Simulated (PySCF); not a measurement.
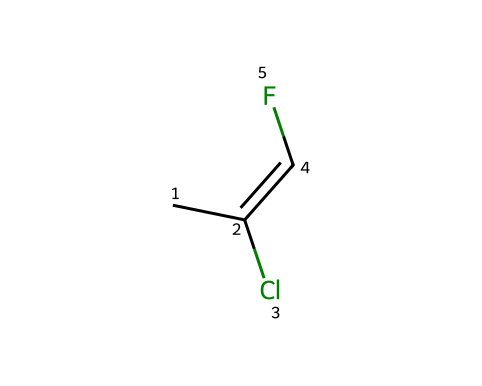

Skeletal drawing with numbered atoms; wedges and dashes mark any stereocentres. The configuration is that of a computed structure (PBE0-D3(BJ)/def2-SVP).

Question: What are the Cahn–Ingold–Prelog descriptors?

Answer: C2=C4: E.
